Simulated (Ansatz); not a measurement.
# What SnO (model cell, started as CsCl type) distorts into, part 2 of 3

Which phase does SnO (model cell, started as CsCl type) fall into along its unstable mode, and how much energy does it gain?

Ansatz 0.2.0; DFT PBEsol, scalar-relativistic, plane waves, PAW.

So far, highest frequency on the path or at a solved wavevector (cm⁻¹): step 2 (phonons on a q mesh) 330. Also lowest frequency on the path (cm⁻¹): step 2 -283.

The structure was built from a prototype and need not be the compound's stable phase.

**5. Energy along the mode, all amplitudes (two of the runs are shown above)**

An imaginary frequency means negative curvature, so the energy should fall and then rise again as anharmonic terms take over.

This step gave:

* depth at the lowest point sampled: 43.73 meV/atom
* largest atomic shift at that point: 0.32 Å

The energy from the parent by largest atomic shift:

```
largest atomic shift (Å)  energy from the parent (meV/atom)
                   0.000                                  0
                   0.040                              -1.97
                   0.080                              -7.37
                   0.140                              -19.5
                   0.220                              -36.5
                   0.320                              -43.7
                   0.450                               4.20
```

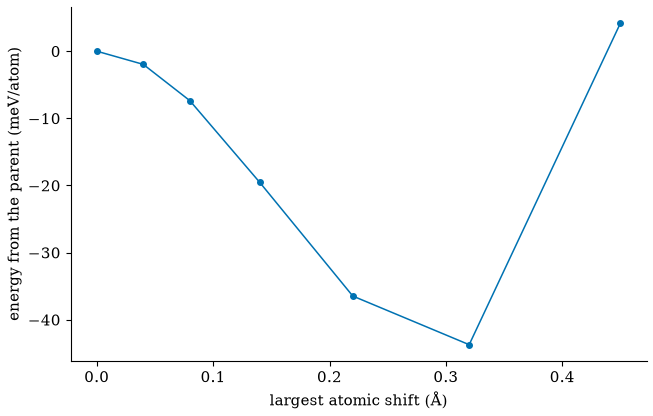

Energy from the parent, plotted against largest atomic shift.

Displacement at unit largest shift by atom:

```csv
atom,x (Å),y (Å),z (Å),size
Sn1,0.000,0.021,-0.070,0.073
Sn2,0.000,-0.021,0.070,0.073
O3,0.000,-0.956,0.293,1.000
O4,0.000,0.956,-0.293,1.000
```

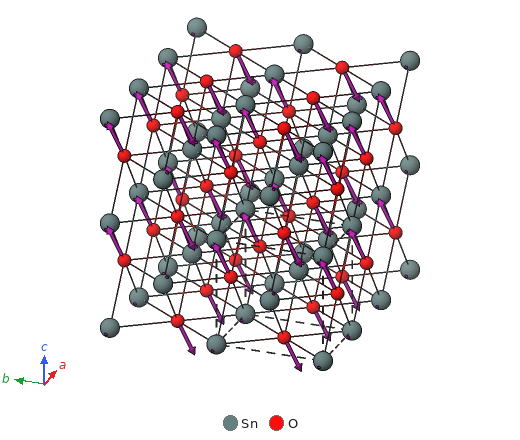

Displacement at unit largest shift as arrows, the longest 1.000 Å. 3×2×2 cells are drawn. Some periodic images of atoms are drawn too.

The lowest of the steps tried is at 0.32 Å, 43.7 meV/atom below the parent; the bottom of the well need not coincide with a step.

**6. Relaxation from the frozen mode**

Starting from the lowest point found, all atoms and the cell are let go, so that strain and other modes of the same symmetry can join in.

Input file input.yaml:

```yaml
crystal:
  lattice:
    - [-3.0805550157, 0.0, 0.0]
    - [0.0, -3.0805550157, -3.0805550157]
    - [0.0, -3.0805550157, 3.0805550157]
  atoms:
    - { symbol: Sn, position: [0.0, 0.0025256743, -0.0047580506] }
    - { symbol: Sn, position: [0.0, 0.4974743257, 0.5047580506] }
    - { symbol: O, position: [0.5, 0.0344388819, 0.5648784941] }
    - { symbol: O, position: [0.5, 0.4655611181, -0.0648784941] }
kpoints:
  mp_grid: { grid: [12, 8, 8] }
hamiltonian:
  xc: pbesol
scf:
  occupations: { method: methfessel_paxton, width: 0.15 }
output:
  forces: true
  stress: true
  eigenvalues: true
relax:
  adjacent_minimum: "off"
  f_tol: 0.002
  max_steps: 120
  cell: { stress_tol: 0.03 }
```

On the command line:

```sh
$ ansatz run input.yaml --threads 4 --pin off --max-ram 7168MiB --backend cpu --events-out ev --progress --plain --runs-dir out
```

Numbers of over 12 decimals in the logs are rounded to 6 here.

Output:

```text
[...]
Crystal: 4 atoms, lattice volume = 58.468 Å³
Basis set: ecut = 420 eV, 1139 PW (Γ), exchange–correlation on 48×60×60 points (8 copies of the dense FFT grid, shifted against one another)
Bands: 24, of which v1, the nominal top of the filled ones, is band 20 counted from 1 (19 counted from 0)
Symmetry: 4 space group operations
[...]
k-points: 238 of 768
[...]
SCF iter   1: F=—  HF=-13018.634645 eV  |F-HF|=—  |Δ(HF+E_count)|=         —  Δρ=1.44e-2  dr2=1.05e-1  ethr=1.77e-3  ⟨swp⟩=5.6  Hψ=25593  notcnv=0
[...]
SCF iter   7: F=-13018.609304 eV  HF=-13018.609304 eV  |F-HF|=2.60e-9  |Δ(HF+E_count)|=   8.13e-8  S|Δr|=    0.00e0  Δρ=3.99e-6  dr2=1.31e-8  ethr=2.50e-10  ⟨swp⟩=6.0  Hψ=26233  notcnv=0
SCF 1 converged in 7 iterations: F = -13018.609304 eV  dr2 = 1.31e-8
[...]
relax step   1: F+E_penalty+E_count = -13018.60930417 eV  Δ(F+E_penalty+E_count) = +0.000e0 eV  max|allowed force component| = 5.469e-1 eV/Å  Δτ_max = 0.0000 Å  P = +1.827 GPa  Ω = 58.468 Å³  (7 SCF iters, dr2 threshold 1.00e-7 eV, accepted)
Crystal: 4 atoms, lattice volume = 60.482 Å³
Basis set: ecut = 420 eV, 1179 PW (Γ), exchange–correlation on 48×60×60 points (8 copies of the dense FFT grid, shifted against one another)
[...]
SCF iter   7: F=-13018.716993 eV  HF=-13018.716993 eV  |F-HF|=1.14e-8  |Δ(HF+E_count)|=   1.76e-8  S|Δr|=    0.00e0  Δρ=6.71e-6  dr2=3.86e-8  ethr=1.00e-9  ⟨swp⟩=5.7  Hψ=22071  notcnv=0
SCF 2 converged in 7 iterations: F = -13018.716993 eV  dr2 = 3.86e-8
relax step   2: F+E_penalty+E_count = -13018.71699346 eV  Δ(F+E_penalty+E_count) = -1.077e-1 eV  max|allowed force component| = 6.487e-1 eV/Å  Δτ_max = 0.0868 Å  P = +0.084 GPa  Ω = 60.482 Å³  energy of the carried Pulay correction = -6.231e-3 eV  (7 SCF iters, dr2 threshold 4.00e-7 eV, accepted)
Crystal: 4 atoms, lattice volume = 63.005 Å³
Basis set: ecut = 420 eV, 1223 PW (Γ), exchange–correlation on 48×60×60 points (8 copies of the dense FFT grid, shifted against one another)
[...]
SCF iter   7: F=-13018.857975 eV  HF=-13018.857975 eV  |F-HF|=7.13e-9  |Δ(HF+E_count)|=   7.80e-8  S|Δr|=    0.00e0  Δρ=6.48e-6  dr2=3.62e-8  ethr=1.00e-9  ⟨swp⟩=6.0  Hψ=24106  notcnv=0
SCF 3 converged in 7 iterations: F = -13018.857975 eV  dr2 = 3.62e-8
relax step   3: F+E_penalty+E_count = -13018.85797508 eV  Δ(F+E_penalty+E_count) = -1.410e-1 eV  max|allowed force component| = 3.861e-1 eV/Å  Δτ_max = 0.1092 Å  P = -2.438 GPa  Ω = 63.005 Å³  energy of the carried Pulay correction = -1.375e-2 eV  (7 SCF iters, dr2 threshold 4.00e-7 eV, accepted)
[... from here on, the SCF cycles and remarks between the steps are left out ...]
relax step   4: F+E_penalty+E_count = -13018.87465603 eV  Δ(F+E_penalty+E_count) = -1.668e-2 eV  max|allowed force component| = 8.687e-1 eV/Å  Δτ_max = 0.1911 Å  P = +6.234 GPa  Ω = 62.858 Å³  energy of the carried Pulay correction = -1.332e-2 eV  (7 SCF iters, dr2 threshold 4.00e-7 eV, accepted)
relax step   5: F+E_penalty+E_count = -13018.96568442 eV  Δ(F+E_penalty+E_count) = -9.103e-2 eV  max|allowed force component| = 2.362e-1 eV/Å  Δτ_max = 0.0840 Å  P = -1.145 GPa  Ω = 63.431 Å³  energy of the carried Pulay correction = -1.499e-2 eV  (7 SCF iters, dr2 threshold 4.00e-7 eV, accepted)
relax step   6: F+E_penalty+E_count = -13019.00092205 eV  Δ(F+E_penalty+E_count) = -3.524e-2 eV  max|allowed force component| = 3.136e-2 eV/Å  Δτ_max = 0.0871 Å  P = +0.349 GPa  Ω = 63.682 Å³  energy of the carried Pulay correction = -1.571e-2 eV  (7 SCF iters, dr2 threshold 4.00e-7 eV, accepted)
relax step   7: F+E_penalty+E_count = -13019.00258909 eV  Δ(F+E_penalty+E_count) = -1.667e-3 eV  max|allowed force component| = 1.156e-2 eV/Å  Δτ_max = 0.0111 Å  P = -0.014 GPa  Ω = 64.041 Å³  energy of the carried Pulay correction = -1.675e-2 eV  (6 SCF iters, dr2 threshold 4.00e-7 eV, accepted)
relax step   8: F+E_penalty+E_count = -13019.00252573 eV  Δ(F+E_penalty+E_count) = +6.336e-5 eV  max|allowed force component| = 2.034e-3 eV/Å  Δτ_max = 0.0016 Å  P = -0.003 GPa  Ω = 64.127 Å³  energy of the carried Pulay correction = -1.699e-2 eV  (4 SCF iters, dr2 threshold 9.78e-8 eV, accepted)
relax step   9: F+E_penalty+E_count = -13019.00243993 eV  Δ(F+E_penalty+E_count) = +8.580e-5 eV  max|allowed force component| = 3.987e-3 eV/Å  Δτ_max = 0.0009 Å  P = +0.009 GPa  Ω = 64.158 Å³  energy of the carried Pulay correction = -1.708e-2 eV  (6 SCF iters, dr2 threshold 3.23e-9 eV, accepted)
relax step  10: F+E_penalty+E_count = -13019.00246433 eV  Δ(F+E_penalty+E_count) = -2.440e-5 eV  max|allowed force component| = 1.665e-4 eV/Å  Δτ_max = 0.0006 Å  P = +0.001 GPa  Ω = 64.152 Å³  energy of the carried Pulay correction = -1.706e-2 eV  (5 SCF iters, dr2 threshold 9.94e-10 eV, accepted)
relax step  11: F+E_penalty+E_count = -13019.05791994 eV  Δ(F+E_penalty+E_count) = -5.546e-2 eV  max|allowed force component| = 1.824e-3 eV/Å  Δτ_max = 0.0000 Å  P = +1.099 GPa  Ω = 64.152 Å³  stress off target by 2.00e0 GPa  SCF on the basis re-selected at this cell (its energy is not comparable with the rows above)  (7 SCF iters)
relax step  12: F+E_penalty+E_count = -13019.06611307 eV  Δ(F+E_penalty+E_count) = -8.193e-3 eV  max|allowed force component| = 1.275e-2 eV/Å  Δτ_max = 0.0226 Å  P = +0.494 GPa  Ω = 65.899 Å³  energy of the carried Pulay correction = -6.274e-3 eV  (5 SCF iters, dr2 threshold 4.00e-7 eV, accepted)
relax step  13: F+E_penalty+E_count = -13019.06123100 eV  Δ(F+E_penalty+E_count) = +4.882e-3 eV  max|allowed force component| = 3.994e-2 eV/Å  Δτ_max = 0.0228 Å  P = +0.117 GPa  Ω = 67.436 Å³  energy of the carried Pulay correction = -1.269e-2 eV  (5 SCF iters, dr2 threshold 4.00e-7 eV, accepted)
relax step  14: F+E_penalty+E_count = -13019.06035105 eV  Δ(F+E_penalty+E_count) = +8.800e-4 eV  max|allowed force component| = 7.357e-2 eV/Å  Δτ_max = 0.0112 Å  P = -0.875 GPa  Ω = 67.457 Å³  energy of the carried Pulay correction = -1.280e-2 eV  (5 SCF iters, dr2 threshold 1.28e-7 eV, rejected (line search))
relax step  15: F+E_penalty+E_count = -13019.06269878 eV  Δ(F+E_penalty+E_count) = -1.468e-3 eV  max|allowed force component| = 6.586e-3 eV/Å  Δτ_max = 0.0047 Å  P = -0.074 GPa  Ω = 67.263 Å³  energy of the carried Pulay correction = -1.192e-2 eV  (8 SCF iters, accepted)
relax step  16: F+E_penalty+E_count = -13019.06474175 eV  Δ(F+E_penalty+E_count) = -2.043e-3 eV  max|allowed force component| = 1.722e-3 eV/Å  Δτ_max = 0.0053 Å  P = +0.010 GPa  Ω = 66.872 Å³  energy of the carried Pulay correction = -1.022e-2 eV  (5 SCF iters, dr2 threshold 9.09e-8 eV, accepted)
relax step  17: F+E_penalty+E_count = -13019.06476448 eV  Δ(F+E_penalty+E_count) = -2.273e-5 eV  max|allowed force component| = 6.171e-3 eV/Å  Δτ_max = 0.0012 Å  P = +0.004 GPa  Ω = 66.865 Å³  energy of the carried Pulay correction = -1.019e-2 eV  (5 SCF iters, dr2 threshold 2.45e-9 eV, rejected (line search))
relax step  18: F+E_penalty+E_count = -13019.06471816 eV  Δ(F+E_penalty+E_count) = +2.359e-5 eV  max|allowed force component| = 1.105e-3 eV/Å  Δτ_max = 0.0003 Å  P = +0.006 GPa  Ω = 66.878 Å³  energy of the carried Pulay correction = -1.025e-2 eV  (7 SCF iters, accepted)
relax step  19: F+E_penalty+E_count = -13019.07748955 eV  Δ(F+E_penalty+E_count) = -1.277e-2 eV  max|allowed force component| = 1.258e-3 eV/Å  Δτ_max = 0.0000 Å  P = +0.074 GPa  Ω = 66.878 Å³  stress off target by 3.06e-1 GPa  SCF on the basis re-selected at this cell (its energy is not comparable with the rows above)  (6 SCF iters)
relax step  20: F+E_penalty+E_count = -13019.07766269 eV  Δ(F+E_penalty+E_count) = -1.731e-4 eV  max|allowed force component| = 6.708e-4 eV/Å  Δτ_max = 0.0046 Å  P = +0.027 GPa  Ω = 67.094 Å³  energy of the carried Pulay correction = -6.245e-4 eV  (4 SCF iters, dr2 threshold 2.34e-7 eV, accepted)
relax step  21: F+E_penalty+E_count = -13019.07752684 eV  Δ(F+E_penalty+E_count) = +1.359e-4 eV  max|allowed force component| = 1.284e-3 eV/Å  Δτ_max = 0.0019 Å  P = +0.006 GPa  Ω = 67.171 Å³  energy of the carried Pulay correction = -8.414e-4 eV  (4 SCF iters, dr2 threshold 1.82e-8 eV, accepted)
relax step  22: F+E_penalty+E_count = -13019.07864131 eV  Δ(F+E_penalty+E_count) = -1.114e-3 eV  max|allowed force component| = 9.718e-4 eV/Å  Δτ_max = 0.0000 Å  P = +0.009 GPa  Ω = 67.171 Å³  stress off target by 8.16e-2 GPa  SCF on the basis re-selected at this cell (its energy is not comparable with the rows above)  (5 SCF iters)
relax step  23: F+E_penalty+E_count = -13019.07862864 eV  Δ(F+E_penalty+E_count) = +1.267e-5 eV  max|allowed force component| = 2.955e-3 eV/Å  Δτ_max = 0.0017 Å  P = +0.001 GPa  Ω = 67.215 Å³  energy of the carried Pulay correction = -1.125e-4 eV  (6 SCF iters, dr2 threshold 1.67e-8 eV, accepted)
relax step  24: F+E_penalty+E_count = -13019.07811909 eV  Δ(F+E_penalty+E_count) = +5.096e-4 eV  max|allowed force component| = 4.177e-2 eV/Å  Δτ_max = 0.0026 Å  P = -0.327 GPa  Ω = 67.288 Å³  energy of the carried Pulay correction = -3.424e-4 eV  (7 SCF iters, dr2 threshold 5.46e-10 eV, rejected (line search))
relax step  25: F+E_penalty+E_count = -13019.07866512 eV  Δ(F+E_penalty+E_count) = -3.648e-5 eV  max|allowed force component| = 6.248e-4 eV/Å  Δτ_max = 0.0002 Å  P = -0.011 GPa  Ω = 67.205 Å³  energy of the carried Pulay correction = -7.861e-5 eV  (8 SCF iters, accepted)
relax step  26: F+E_penalty+E_count = -13019.07875454 eV  Δ(F+E_penalty+E_count) = -8.942e-5 eV  max|allowed force component| = 5.047e-4 eV/Å  Δτ_max = 0.0000 Å  P = -0.013 GPa  Ω = 67.205 Å³  stress off target by 3.41e-2 GPa  SCF on the basis re-selected at this cell (its energy is not comparable with the rows above)  (5 SCF iters)
relax step  27: F+E_penalty+E_count = -13019.07900710 eV  Δ(F+E_penalty+E_count) = -2.526e-4 eV  max|allowed force component| = 1.170e-3 eV/Å  Δτ_max = 0.0007 Å  P = +0.018 GPa  Ω = 67.132 Å³  energy of the carried Pulay correction = +2.366e-4 eV  (5 SCF iters, dr2 threshold 2.91e-9 eV, accepted)
[...]
SCF iter   6: F=-13019.078772 eV  HF=-13019.078772 eV  |F-HF|=3.64e-12  |Δ(HF+E_count)|=  1.82e-12  S|Δr|=    0.00e0  Δρ=2.65e-8  dr2=7.33e-13  ethr=1.00e-12  ⟨swp⟩=6.0  Hψ=24544  notcnv=0
SCF 28 converged in 6 iterations: F = -13019.078772 eV  dr2 = 7.33e-13
relax step  28: F+E_penalty+E_count = -13019.07877158 eV  Δ(F+E_penalty+E_count) = +2.355e-4 eV  max|allowed force component| = 1.180e-3 eV/Å  Δτ_max = 0.0000 Å  P = +0.014 GPa  Ω = 67.132 Å³  stress off target by 2.47e-2 GPa  SCF on the basis re-selected at this cell (its energy is not comparable with the rows above)  (6 SCF iters)
basis re-selected at this cell: Δ(F+E_penalty+E_count) = +2.355e-4 eV, ΔP = -0.004 GPa vs the last step (what re-selecting the basis moved, of the pressure what is left beyond the Pulay correction that the steps carried, after the strain that the cell walked since its last selection, with what the two solves' SCF thresholds leave and, on support functions, any second-order correction that the steps lacked; it is no m [...]
SCF converged after 6 iterations
[...]
Free energy (F): -13019.078772 eV
[...]
Internal energy: -13019.078905 eV  (E = F + TS)
E sigma→0 (E₀):  -13019.078805 eV
Entropy (-TS):   0.000133 eV (0.033 meV/atom)
Fermi energy:    9.763577 eV
[...]
--- Forces (eV/Å), atoms counted from 1 ---
  atom   1  Sn     0.00000000    -0.00117962     0.00117078
  atom   2  Sn     0.00000000     0.00117962    -0.00117078
  atom   3  O      0.00000000     0.00017562    -0.00025154
  atom   4  O      0.00000000    -0.00017562     0.00025154
  max |Σ_I F_I| component: 2.71e-20 eV/Å
--- Stress (GPa, compression-positive) ---
        0.023501       0.000000       0.000000
        0.000000       0.009752      -0.014995
        0.000000      -0.014995       0.009726
  P = ⅓ Tr σ = 0.0143 GPa (0.143 kbar)
--- Band table (eV; the first three rows and the last of 238) ---
  k-point 0: bands = [... 16 lower, 7.0358, 7.7203, 8.0083, 8.5747, 12.1210, 12.9719, 14.9435, 17.3404]
  k-point 1: bands = [... 16 lower, 7.0410, 7.6765, 8.0093, 8.6346, 12.0464, 12.9283, 14.9080, 16.5564]
  k-point 2: bands = [... 16 lower, 7.0536, 7.5685, 8.0115, 8.7036, 11.9658, 12.8301, 14.8432, 15.2882]
  k-point 237: bands = [... 16 lower, 7.2403, 7.2403, 7.9182, 7.9183, 11.8372, 11.8373, 13.7569, 13.7569]
--- Relaxed structure (23 steps of the walk, 20 accepted, 5 SCFs on fresh bases) ---
  F+E_penalty+E_count = -13019.07877158 eV   max|allowed force component| = 1.180e-3 eV/Å   (the final SCF, on the basis selected at the relaxed cell)
  cell:  # Å, volume = 67.1319 Å³
    - [-2.922102, 0.0, 0.0]
    - [0.0, -3.183697, -3.183735]
    - [0.0, -3.608003, 3.608041]
  atoms:
    - { symbol: Sn, position: [-0.0, 7.826118017528749e-8, -0.038886] }
    - { symbol: Sn, position: [0.0, 0.500000, 0.538886] }
    - { symbol: O, position: [0.5, -3.5045374571773813e-6, 0.630316] }
    - { symbol: O, position: [0.5, 0.500004, -0.130316] }
```

Wall time 2.1 min (4 threads of Arm Neoverse V2, shared host); peak memory 0.59 GiB.

The steps of the relaxation (22 of 28):

```csv
step,energy less that of the first step (eV),largest force component (eV/Å),pressure (GPa),volume (Å³)
1,0.0000,0.5469,1.83,58.47
2,-0.1077,0.6487,0.08,60.48
4,-0.2654,0.8687,6.23,62.86
5,-0.3564,0.2362,-1.14,63.43
6,-0.3916,0.0314,0.35,63.68
7,-0.3933,0.0116,-0.01,64.04
9,-0.3931,0.0040,0.01,64.16
10,-0.3932,0.0002,0.00,64.15
11*,-0.4486,0.0018,1.10,64.15
13,-0.4519,0.0399,0.12,67.44
14,-0.4510,0.0736,-0.88,67.46
15,-0.4534,0.0066,-0.07,67.26
16,-0.4554,0.0017,0.01,66.87
18,-0.4554,0.0011,0.01,66.88
19*,-0.4682,0.0013,0.07,66.88
20,-0.4684,0.0007,0.03,67.09
22*,-0.4693,0.0010,0.01,67.17
23,-0.4693,0.0030,0.00,67.22
24,-0.4688,0.0418,-0.33,67.29
25,-0.4694,0.0006,-0.01,67.21
27,-0.4697,0.0012,0.02,67.13
28*,-0.4695,0.0012,0.01,67.13
```

Relaxation steps marked * repeat the geometry before them on a plane-wave basis chosen anew for their cell, so energy and pressure can jump there. Other such steps can lie between the rows shown. Relaxation steps 14, 17, 24 were tried and not accepted.

The run keeps the 4 symmetry operations that it works with, so distortions that break them were not tested.

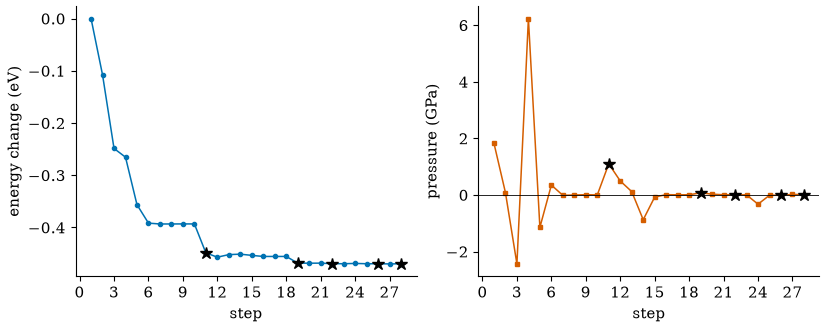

Energy and pressure along the relaxation. Stars mark steps on a basis chosen anew.

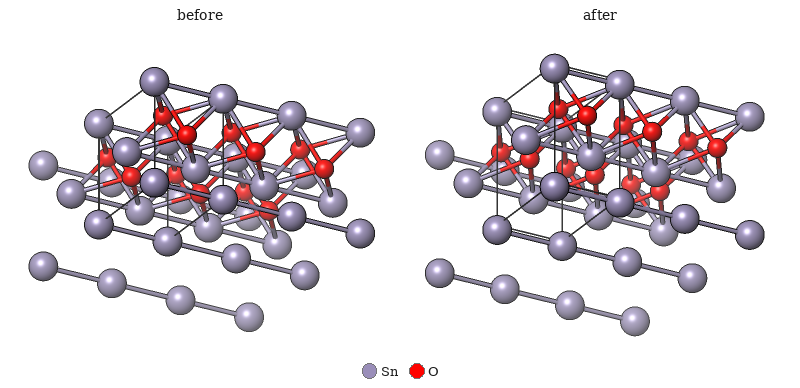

Before and after, at one scale.

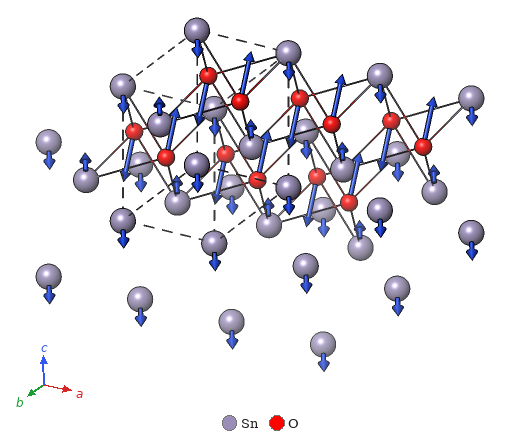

Displacements in the relaxation, exaggerated, measured against the changing cell; the longest in the cell stands for 0.37 Å. Bonds to atoms that aren't drawn are left out. 3×2×1 cells are drawn. Some periodic images of atoms are drawn too.

| cell as run | before | after | change |
| --- | --- | --- | --- |
| a (Å) | 3.081 | 2.922 | -5.1 % |
| b (Å) | 4.357 | 4.502 | +3.3 % |
| c (Å) | 4.357 | 5.103 | +17.1 % |
| volume (Å³/atom) | 14.62 | 16.78 | +14.8 % |

The atoms that moved most (Å, as changes of fractional coordinates times the final cell):

```
atom     dx      dy      dz  length
  O4  0.000   0.126  -0.346   0.368
  O3  0.000  -0.126   0.346   0.368
 Sn1  0.000   0.131  -0.115   0.175
 Sn2  0.000  -0.131   0.115   0.175
```

The relaxed structure:

```xyz
4
Lattice="-2.9221 0.0000 0.0000 0.0000 -3.1837 -3.1837 0.0000 -3.6080 3.6080" Properties=species:S:1:pos:R:3 pbc="T T T"
Sn    0.0000    0.1403   -0.1403
Sn    0.0000   -3.5362    0.3525
O    -1.4611   -2.2742    2.2742
O    -1.4611   -1.1217   -2.0621
```

This step gave:

```yaml
pressure: 0.01433 GPa
volume_per_atom: 16.78 Å³
```

The distorted start has space group P2/m; the relaxation ends in Pmma.

(Part 2 of 3 ends here.)

[Logs are printed without paths, hosts, clocks, repeated set-up lines and the standing remarks that a program may print on its own settings, such as how far it seeks lower states.]

[Hosts, paths, dates, database ids (printed as entryN), source tags and the programs' standing remarks are cut or masked in the printed files.]
